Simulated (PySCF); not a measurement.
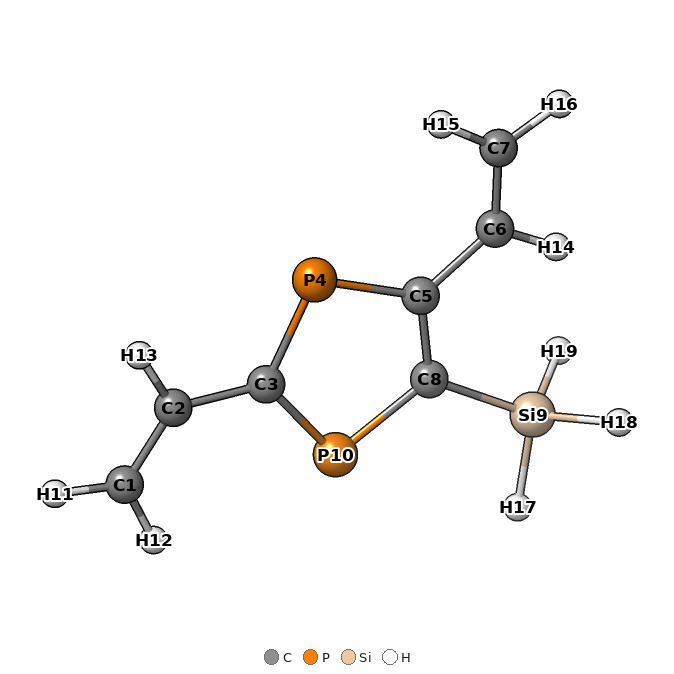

Charge −1, singlet. The geometry was computed by an optimisation with PBE0-D3(BJ)/def2-SVP. No frequency run is at hand to confirm it as a minimum. Method: GIAO PBE0/pcSseg-1 NMR shielding, non-relativistic, gas phase (PySCF 2.14.0), and the same with a continuum solvent (IEF-PCM, Bondi radii x 1.2, gas-phase geometry).

How do HOMO–LUMO gap (eV), σ(P4) (ppm), σ(P10) (ppm), σ(C7) (ppm) change in cyclohexane (ε = 2.0), acetone (ε = 20.5)?

```
     medium  HOMO–LUMO gap (eV)  σ(P4) (ppm)  σ(P10) (ppm)  σ(C7) (ppm)
  gas phase                4.02         77.9          99.1         82.9
cyclohexane                4.07         86.4         106.5         79.7
    acetone                4.12         98.5         118.3         74.3
```
